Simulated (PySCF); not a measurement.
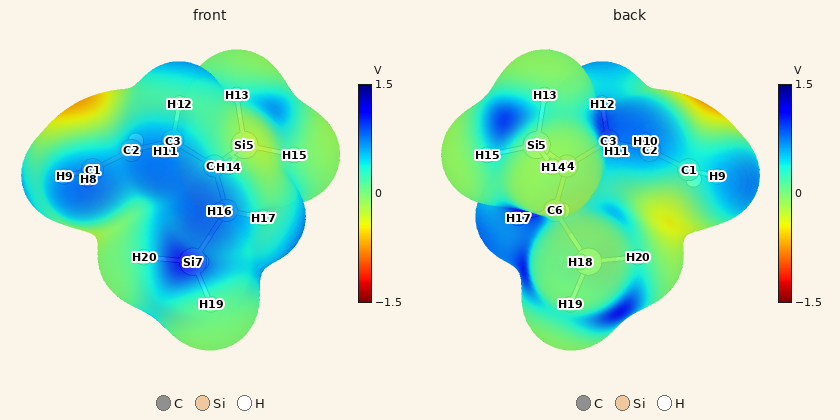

*C$_{5}$H$_{13}$Si$_{2}$ (SMILES C=CC[C]([SiH3])C[SiH3]) (doublet). The molecular electrostatic potential painted on the density surface at 0.002 e/bohr³, seen from the front and from behind; the colour scale runs from red (negative) to blue (positive).*

Geometry: GFN2-xTB.

All numbers below come from PySCF, UKS B3LYP, pcH-1 on C H Si, non-relativistic, mean-field spin-orbit, GIAO.

```xyz
20

C    -2.0707   -1.7420   -0.2356
C    -1.7364   -0.4670   -0.3059
C    -1.1669    0.3262    0.8360
C     0.1802    0.8631    0.4705
Si    0.3337    2.2878   -0.7031
C     1.3637    0.1244    0.9236
Si    1.8429   -1.3092   -0.2782
H    -1.9772   -2.3045    0.6796
H    -2.4601   -2.2789   -1.0844
H    -1.8372    0.0819   -1.2328
H    -1.1105   -0.3056    1.7270
H    -1.8474    1.1605    1.0408
H    -0.8938    3.0858   -0.6231
H     0.5250    1.8928   -2.1116
H     1.4962    3.0965   -0.3173
H     1.2066   -0.3208    1.9098
H     2.2300    0.7858    0.9804
H     2.0255   -0.7504   -1.6158
H     3.0974   -1.8909    0.2081
H     0.7937   -2.3247   -0.2709
```

**Describe the electrostatic potential map.**

The most negative region (about −0.6 V) lies over the π face of C1 and C2, the most positive (about +1.1 V) over Si5 and Si7.
